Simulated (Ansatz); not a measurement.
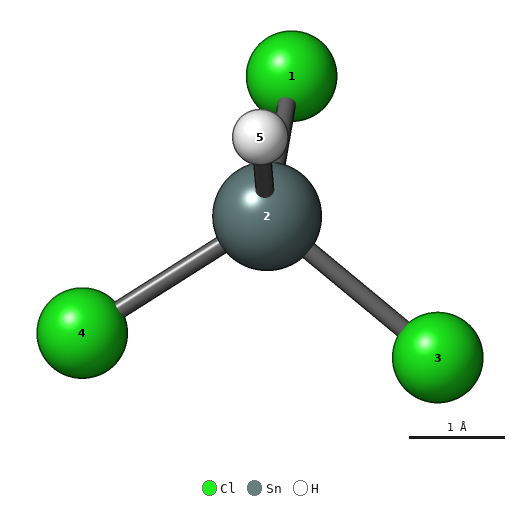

The starting structure (ball-and-stick view, seen at a tilt; atoms are numbered from 1 in the order of the input). Sticks mark near contacts. Bond lengths as drawn: Cl–Sn 2.35 Å and H–Sn 1.71 Å.

# Run report: SnHCl$_{3}$, molecular dynamics (part 1 of 3)

- system: SnHCl$_{3}$
- method: RKS B3LYP-D4/def2-SVP (Ansatz 0.2.0)

It belongs to a series of runs on one base structure; here: dynamics from the start. Figures and captions count atoms from 1; the log counts them from 0 in places.

What the program printed
```
Engine: ansatz 0.2.0, aarch64-unknown-linux-gnu
Functional definition: B3LYP
  parameter a0 = 0.2
  parameter ax = 0.72
  parameter ac = 0.81
  exchange = (1 - a0 - ax)*slater_x + ax*b88_x + a0*exact_x
  correlation = (1 - ac)*vwn_rpa_c + ac*lyp_c
929 factors; integrals over basis functions are off by at most 2.4e-4 eV
mean field evaluation 1: about -43408.8363 eV, gradient 2.2e1 eV
mean field evaluation 2: about -43407.4735 eV, gradient 3.2e1 eV
mean field evaluation 4: about -43410.1959 eV, gradient 3.9e-1 eV
mean field evaluation 8: about -43410.1989 eV, gradient 1.3e-2 eV
mean field -43410.19892979 eV, -1595.2953861801 hartree, gradient 3.6e-5 eV, S^2 0.000000; 0 other end points of the search recorded, 0 dependent functions left out
the calculation of the forces begins
reference -43410.19917507 eV, -1595.2953951939 hartree; 37, 37 occupied and 48, 48 virtual orbitals, 929 factors
md step     0: t =     0.00 fs  T =   300.0 K  F+E_penalty+E_count = -43410.49447810 eV  E_kin = 0.116334 eV  conserved = -43410.37814410 eV  (23 SCF iters)
these checks for a lower state are left out or cut short: starts, cluster_reference, orbital_swaps, neighbouring_geometries, increment
929 factors; integrals over basis functions are off by at most 2.4e-4 eV
mean field evaluation 16: about -43410.1985 eV, gradient 2.3e-1 eV
mean field -43410.19860384 eV, -1595.2953742018 hartree, gradient 1.3e-5 eV, S^2 0.000000; 0 other end points of the search recorded, 0 dependent functions left out
the calculation of the forces begins
reference -43410.19884910 eV, -1595.2953832148 hartree; 37, 37 occupied and 48, 48 virtual orbitals, 929 factors
md step     1: t =     0.50 fs  T =   299.7 K  F+E_penalty+E_count = -43410.49434856 eV  E_kin = 0.116204 eV  conserved = -43410.37814407 eV  (21 SCF iters)
[... from here on the SCF iterations and repeated set-up lines of each step are left out, up to the last step ...]
md step     2: t =     1.00 fs  T =   298.7 K  F+E_penalty+E_count = -43410.49397678 eV  E_kin = 0.115833 eV  conserved = -43410.37814393 eV  (21 SCF iters)
md step     3: t =     1.50 fs  T =   297.1 K  F+E_penalty+E_count = -43410.49336502 eV  E_kin = 0.115221 eV  conserved = -43410.37814362 eV  (21 SCF iters)
md step     4: t =     2.00 fs  T =   294.9 K  F+E_penalty+E_count = -43410.49251739 eV  E_kin = 0.114374 eV  conserved = -43410.37814320 eV  (21 SCF iters)
md step     5: t =     2.50 fs  T =   292.2 K  F+E_penalty+E_count = -43410.49143967 eV  E_kin = 0.113297 eV  conserved = -43410.37814267 eV  (21 SCF iters)
md step     6: t =     3.00 fs  T =   288.8 K  F+E_penalty+E_count = -43410.49013945 eV  E_kin = 0.111997 eV  conserved = -43410.37814211 eV  (21 SCF iters)
md step     7: t =     3.50 fs  T =   284.9 K  F+E_penalty+E_count = -43410.48862586 eV  E_kin = 0.110484 eV  conserved = -43410.37814145 eV  (21 SCF iters)
md step     8: t =     4.00 fs  T =   280.5 K  F+E_penalty+E_count = -43410.48690975 eV  E_kin = 0.108769 eV  conserved = -43410.37814060 eV  (21 SCF iters)
md step     9: t =     4.50 fs  T =   275.6 K  F+E_penalty+E_count = -43410.48500388 eV  E_kin = 0.106864 eV  conserved = -43410.37813973 eV  (21 SCF iters)
md step    10: t =     5.00 fs  T =   270.2 K  F+E_penalty+E_count = -43410.48292237 eV  E_kin = 0.104784 eV  conserved = -43410.37813878 eV  (21 SCF iters)
md step    11: t =     5.50 fs  T =   264.4 K  F+E_penalty+E_count = -43410.48068087 eV  E_kin = 0.102543 eV  conserved = -43410.37813774 eV  (21 SCF iters)
md step    12: t =     6.00 fs  T =   258.3 K  F+E_penalty+E_count = -43410.47829631 eV  E_kin = 0.100160 eV  conserved = -43410.37813655 eV  (21 SCF iters)
md step    13: t =     6.50 fs  T =   251.8 K  F+E_penalty+E_count = -43410.47578691 eV  E_kin = 0.097652 eV  conserved = -43410.37813537 eV  (21 SCF iters)
md step    14: t =     7.00 fs  T =   245.1 K  F+E_penalty+E_count = -43410.47317159 eV  E_kin = 0.095037 eV  conserved = -43410.37813416 eV  (21 SCF iters)
md step    15: t =     7.50 fs  T =   238.1 K  F+E_penalty+E_count = -43410.47046984 eV  E_kin = 0.092337 eV  conserved = -43410.37813285 eV  (22 SCF iters)
md step    16: t =     8.00 fs  T =   231.0 K  F+E_penalty+E_count = -43410.46770180 eV  E_kin = 0.089570 eV  conserved = -43410.37813160 eV  (22 SCF iters)
md step    17: t =     8.50 fs  T =   223.7 K  F+E_penalty+E_count = -43410.46488745 eV  E_kin = 0.086757 eV  conserved = -43410.37813035 eV  (22 SCF iters)
md step    18: t =     9.00 fs  T =   216.4 K  F+E_penalty+E_count = -43410.46204676 eV  E_kin = 0.083918 eV  conserved = -43410.37812913 eV  (22 SCF iters)
md step    19: t =     9.50 fs  T =   209.1 K  F+E_penalty+E_count = -43410.45919939 eV  E_kin = 0.081071 eV  conserved = -43410.37812790 eV  (22 SCF iters)
md step    20: t =    10.00 fs  T =   201.8 K  F+E_penalty+E_count = -43410.45636459 eV  E_kin = 0.078238 eV  conserved = -43410.37812675 eV  (19 SCF iters)
md step    21: t =    10.50 fs  T =   194.5 K  F+E_penalty+E_count = -43410.45356103 eV  E_kin = 0.075435 eV  conserved = -43410.37812566 eV  (25 SCF iters)
md step    22: t =    11.00 fs  T =   187.4 K  F+E_penalty+E_count = -43410.45080675 eV  E_kin = 0.072682 eV  conserved = -43410.37812460 eV  (19 SCF iters)
md step    23: t =    11.50 fs  T =   180.5 K  F+E_penalty+E_count = -43410.44811916 eV  E_kin = 0.069996 eV  conserved = -43410.37812358 eV  (19 SCF iters)
md step    24: t =    12.00 fs  T =   173.8 K  F+E_penalty+E_count = -43410.44551500 eV  E_kin = 0.067392 eV  conserved = -43410.37812260 eV  (19 SCF iters)
md step    25: t =    12.50 fs  T =   167.3 K  F+E_penalty+E_count = -43410.44301030 eV  E_kin = 0.064889 eV  conserved = -43410.37812167 eV  (19 SCF iters)
md step    26: t =    13.00 fs  T =   161.2 K  F+E_penalty+E_count = -43410.44062042 eV  E_kin = 0.062500 eV  conserved = -43410.37812078 eV  (18 SCF iters)
md step    27: t =    13.50 fs  T =   155.3 K  F+E_penalty+E_count = -43410.43835993 eV  E_kin = 0.060240 eV  conserved = -43410.37811994 eV  (18 SCF iters)
md step    28: t =    14.00 fs  T =   149.9 K  F+E_penalty+E_count = -43410.43624255 eV  E_kin = 0.058123 eV  conserved = -43410.37811916 eV  (18 SCF iters)
md step    29: t =    14.50 fs  T =   144.8 K  F+E_penalty+E_count = -43410.43428102 eV  E_kin = 0.056163 eV  conserved = -43410.37811846 eV  (18 SCF iters)
md step    30: t =    15.00 fs  T =   140.2 K  F+E_penalty+E_count = -43410.43248693 eV  E_kin = 0.054369 eV  conserved = -43410.37811783 eV  (18 SCF iters)
md step    31: t =    15.50 fs  T =   136.0 K  F+E_penalty+E_count = -43410.43087049 eV  E_kin = 0.052753 eV  conserved = -43410.37811731 eV  (18 SCF iters)
md step    32: t =    16.00 fs  T =   132.4 K  F+E_penalty+E_count = -43410.42944035 eV  E_kin = 0.051323 eV  conserved = -43410.37811689 eV  (18 SCF iters)
md step    33: t =    16.50 fs  T =   129.2 K  F+E_penalty+E_count = -43410.42820339 eV  E_kin = 0.050087 eV  conserved = -43410.37811660 eV  (18 SCF iters)
md step    34: t =    17.00 fs  T =   126.5 K  F+E_penalty+E_count = -43410.42716448 eV  E_kin = 0.049048 eV  conserved = -43410.37811644 eV  (18 SCF iters)
md step    35: t =    17.50 fs  T =   124.3 K  F+E_penalty+E_count = -43410.42632637 eV  E_kin = 0.048210 eV  conserved = -43410.37811641 eV  (18 SCF iters)
md step    36: t =    18.00 fs  T =   122.7 K  F+E_penalty+E_count = -43410.42568964 eV  E_kin = 0.047573 eV  conserved = -43410.37811653 eV  (18 SCF iters)
md step    37: t =    18.50 fs  T =   121.6 K  F+E_penalty+E_count = -43410.42525261 eV  E_kin = 0.047136 eV  conserved = -43410.37811677 eV  (18 SCF iters)
md step    38: t =    19.00 fs  T =   120.9 K  F+E_penalty+E_count = -43410.42501150 eV  E_kin = 0.046894 eV  conserved = -43410.37811715 eV  (18 SCF iters)
md step    39: t =    19.50 fs  T =   120.8 K  F+E_penalty+E_count = -43410.42496051 eV  E_kin = 0.046843 eV  conserved = -43410.37811763 eV  (18 SCF iters)
md step    40: t =    20.00 fs  T =   121.1 K  F+E_penalty+E_count = -43410.42509207 eV  E_kin = 0.046974 eV  conserved = -43410.37811822 eV  (18 SCF iters)
md step    41: t =    20.50 fs  T =   121.9 K  F+E_penalty+E_count = -43410.42539707 eV  E_kin = 0.047278 eV  conserved = -43410.37811888 eV  (18 SCF iters)
md step    42: t =    21.00 fs  T =   123.1 K  F+E_penalty+E_count = -43410.42586514 eV  E_kin = 0.047746 eV  conserved = -43410.37811961 eV  (18 SCF iters)
md step    43: t =    21.50 fs  T =   124.7 K  F+E_penalty+E_count = -43410.42648494 eV  E_kin = 0.048365 eV  conserved = -43410.37812038 eV  (18 SCF iters)
md step    44: t =    22.00 fs  T =   126.7 K  F+E_penalty+E_count = -43410.42724439 eV  E_kin = 0.049123 eV  conserved = -43410.37812119 eV  (18 SCF iters)
md step    45: t =    22.50 fs  T =   129.0 K  F+E_penalty+E_count = -43410.42813088 eV  E_kin = 0.050009 eV  conserved = -43410.37812203 eV  (18 SCF iters)
md step    46: t =    23.00 fs  T =   131.5 K  F+E_penalty+E_count = -43410.42913144 eV  E_kin = 0.051009 eV  conserved = -43410.37812287 eV  (21 SCF iters)
md step    47: t =    23.50 fs  T =   134.4 K  F+E_penalty+E_count = -43410.43023284 eV  E_kin = 0.052109 eV  conserved = -43410.37812371 eV  (21 SCF iters)
md step    48: t =    24.00 fs  T =   137.4 K  F+E_penalty+E_count = -43410.43142166 eV  E_kin = 0.053297 eV  conserved = -43410.37812458 eV  (21 SCF iters)
md step    49: t =    24.50 fs  T =   140.7 K  F+E_penalty+E_count = -43410.43268422 eV  E_kin = 0.054559 eV  conserved = -43410.37812546 eV  (25 SCF iters)
md step    50: t =    25.00 fs  T =   144.1 K  F+E_penalty+E_count = -43410.43400663 eV  E_kin = 0.055880 eV  conserved = -43410.37812636 eV  (21 SCF iters)
md step    51: t =    25.50 fs  T =   147.6 K  F+E_penalty+E_count = -43410.43537477 eV  E_kin = 0.057247 eV  conserved = -43410.37812727 eV  (21 SCF iters)
md step    52: t =    26.00 fs  T =   151.2 K  F+E_penalty+E_count = -43410.43677435 eV  E_kin = 0.058646 eV  conserved = -43410.37812835 eV  (21 SCF iters)
md step    53: t =    26.50 fs  T =   154.9 K  F+E_penalty+E_count = -43410.43819036 eV  E_kin = 0.060061 eV  conserved = -43410.37812929 eV  (21 SCF iters)
md step    54: t =    27.00 fs  T =   158.5 K  F+E_penalty+E_count = -43410.43960806 eV  E_kin = 0.061478 eV  conserved = -43410.37813023 eV  (21 SCF iters)
md step    55: t =    27.50 fs  T =   162.2 K  F+E_penalty+E_count = -43410.44101239 eV  E_kin = 0.062881 eV  conserved = -43410.37813117 eV  (21 SCF iters)
md step    56: t =    28.00 fs  T =   165.7 K  F+E_penalty+E_count = -43410.44238834 eV  E_kin = 0.064256 eV  conserved = -43410.37813209 eV  (21 SCF iters)
md step    57: t =    28.50 fs  T =   169.1 K  F+E_penalty+E_count = -43410.44372109 eV  E_kin = 0.065588 eV  conserved = -43410.37813298 eV  (21 SCF iters)
md step    58: t =    29.00 fs  T =   172.4 K  F+E_penalty+E_count = -43410.44499629 eV  E_kin = 0.066862 eV  conserved = -43410.37813382 eV  (22 SCF iters)
md step    59: t =    29.50 fs  T =   175.5 K  F+E_penalty+E_count = -43410.44620027 eV  E_kin = 0.068066 eV  conserved = -43410.37813460 eV  (22 SCF iters)
md step    60: t =    30.00 fs  T =   178.4 K  F+E_penalty+E_count = -43410.44732032 eV  E_kin = 0.069185 eV  conserved = -43410.37813530 eV  (22 SCF iters)
md step    61: t =    30.50 fs  T =   181.1 K  F+E_penalty+E_count = -43410.44834491 eV  E_kin = 0.070209 eV  conserved = -43410.37813591 eV  (22 SCF iters)
md step    62: t =    31.00 fs  T =   183.4 K  F+E_penalty+E_count = -43410.44926389 eV  E_kin = 0.071127 eV  conserved = -43410.37813643 eV  (22 SCF iters)
md step    63: t =    31.50 fs  T =   185.5 K  F+E_penalty+E_count = -43410.45006868 eV  E_kin = 0.071932 eV  conserved = -43410.37813684 eV  (22 SCF iters)
md step    64: t =    32.00 fs  T =   187.3 K  F+E_penalty+E_count = -43410.45075231 eV  E_kin = 0.072615 eV  conserved = -43410.37813715 eV  (22 SCF iters)
md step    65: t =    32.50 fs  T =   188.7 K  F+E_penalty+E_count = -43410.45130949 eV  E_kin = 0.073172 eV  conserved = -43410.37813735 eV  (22 SCF iters)
md step    66: t =    33.00 fs  T =   189.8 K  F+E_penalty+E_count = -43410.45173651 eV  E_kin = 0.073599 eV  conserved = -43410.37813741 eV  (22 SCF iters)
md step    67: t =    33.50 fs  T =   190.6 K  F+E_penalty+E_count = -43410.45203140 eV  E_kin = 0.073894 eV  conserved = -43410.37813743 eV  (22 SCF iters)
md step    68: t =    34.00 fs  T =   191.0 K  F+E_penalty+E_count = -43410.45219346 eV  E_kin = 0.074056 eV  conserved = -43410.37813737 eV  (22 SCF iters)
md step    69: t =    34.50 fs  T =   191.1 K  F+E_penalty+E_count = -43410.45222337 eV  E_kin = 0.074086 eV  conserved = -43410.37813723 eV  (22 SCF iters)
md step    70: t =    35.00 fs  T =   190.8 K  F+E_penalty+E_count = -43410.45212299 eV  E_kin = 0.073986 eV  conserved = -43410.37813704 eV  (22 SCF iters)
md step    71: t =    35.50 fs  T =   190.2 K  F+E_penalty+E_count = -43410.45189520 eV  E_kin = 0.073758 eV  conserved = -43410.37813679 eV  (22 SCF iters)
md step    72: t =    36.00 fs  T =   189.3 K  F+E_penalty+E_count = -43410.45154380 eV  E_kin = 0.073407 eV  conserved = -43410.37813649 eV  (22 SCF iters)
md step    73: t =    36.50 fs  T =   188.1 K  F+E_penalty+E_count = -43410.45107354 eV  E_kin = 0.072937 eV  conserved = -43410.37813623 eV  (25 SCF iters)
md step    74: t =    37.00 fs  T =   186.6 K  F+E_penalty+E_count = -43410.45048968 eV  E_kin = 0.072354 eV  conserved = -43410.37813583 eV  (22 SCF iters)
md step    75: t =    37.50 fs  T =   184.8 K  F+E_penalty+E_count = -43410.44979848 eV  E_kin = 0.071663 eV  conserved = -43410.37813540 eV  (22 SCF iters)
md step    76: t =    38.00 fs  T =   182.8 K  F+E_penalty+E_count = -43410.44900679 eV  E_kin = 0.070872 eV  conserved = -43410.37813492 eV  (22 SCF iters)
md step    77: t =    38.50 fs  T =   180.5 K  F+E_penalty+E_count = -43410.44812218 eV  E_kin = 0.069988 eV  conserved = -43410.37813440 eV  (22 SCF iters)
md step    78: t =    39.00 fs  T =   178.0 K  F+E_penalty+E_count = -43410.44715289 eV  E_kin = 0.069019 eV  conserved = -43410.37813392 eV  (22 SCF iters)
md step    79: t =    39.50 fs  T =   175.3 K  F+E_penalty+E_count = -43410.44610751 eV  E_kin = 0.067974 eV  conserved = -43410.37813334 eV  (22 SCF iters)
md step    80: t =    40.00 fs  T =   172.4 K  F+E_penalty+E_count = -43410.44499534 eV  E_kin = 0.066863 eV  conserved = -43410.37813273 eV  (22 SCF iters)
md step    81: t =    40.50 fs  T =   169.4 K  F+E_penalty+E_count = -43410.44382593 eV  E_kin = 0.065694 eV  conserved = -43410.37813213 eV  (19 SCF iters)
md step    82: t =    41.00 fs  T =   166.3 K  F+E_penalty+E_count = -43410.44260900 eV  E_kin = 0.064477 eV  conserved = -43410.37813154 eV  (19 SCF iters)
md step    83: t =    41.50 fs  T =   163.0 K  F+E_penalty+E_count = -43410.44135431 eV  E_kin = 0.063223 eV  conserved = -43410.37813097 eV  (19 SCF iters)
md step    84: t =    42.00 fs  T =   159.7 K  F+E_penalty+E_count = -43410.44007139 eV  E_kin = 0.061941 eV  conserved = -43410.37813041 eV  (19 SCF iters)
md step    85: t =    42.50 fs  T =   156.4 K  F+E_penalty+E_count = -43410.43876944 eV  E_kin = 0.060640 eV  conserved = -43410.37812989 eV  (19 SCF iters)
md step    86: t =    43.00 fs  T =   153.0 K  F+E_penalty+E_count = -43410.43745710 eV  E_kin = 0.059328 eV  conserved = -43410.37812941 eV  (19 SCF iters)
md step    87: t =    43.50 fs  T =   149.6 K  F+E_penalty+E_count = -43410.43614230 eV  E_kin = 0.058013 eV  conserved = -43410.37812898 eV  (19 SCF iters)
md step    88: t =    44.00 fs  T =   146.2 K  F+E_penalty+E_count = -43410.43483222 eV  E_kin = 0.056704 eV  conserved = -43410.37812858 eV  (19 SCF iters)
md step    89: t =    44.50 fs  T =   142.9 K  F+E_penalty+E_count = -43410.43353319 eV  E_kin = 0.055405 eV  conserved = -43410.37812826 eV  (19 SCF iters)
md step    90: t =    45.00 fs  T =   139.6 K  F+E_penalty+E_count = -43410.43225066 eV  E_kin = 0.054123 eV  conserved = -43410.37812798 eV  (19 SCF iters)
md step    91: t =    45.50 fs  T =   136.3 K  F+E_penalty+E_count = -43410.43098924 eV  E_kin = 0.052861 eV  conserved = -43410.37812776 eV  (19 SCF iters)
md step    92: t =    46.00 fs  T =   133.1 K  F+E_penalty+E_count = -43410.42975277 eV  E_kin = 0.051625 eV  conserved = -43410.37812758 eV  (19 SCF iters)
md step    93: t =    46.50 fs  T =   130.0 K  F+E_penalty+E_count = -43410.42854437 eV  E_kin = 0.050417 eV  conserved = -43410.37812743 eV  (19 SCF iters)
md step    94: t =    47.00 fs  T =   127.0 K  F+E_penalty+E_count = -43410.42736654 eV  E_kin = 0.049239 eV  conserved = -43410.37812732 eV  (19 SCF iters)
md step    95: t =    47.50 fs  T =   124.0 K  F+E_penalty+E_count = -43410.42622126 eV  E_kin = 0.048094 eV  conserved = -43410.37812729 eV  (19 SCF iters)
```
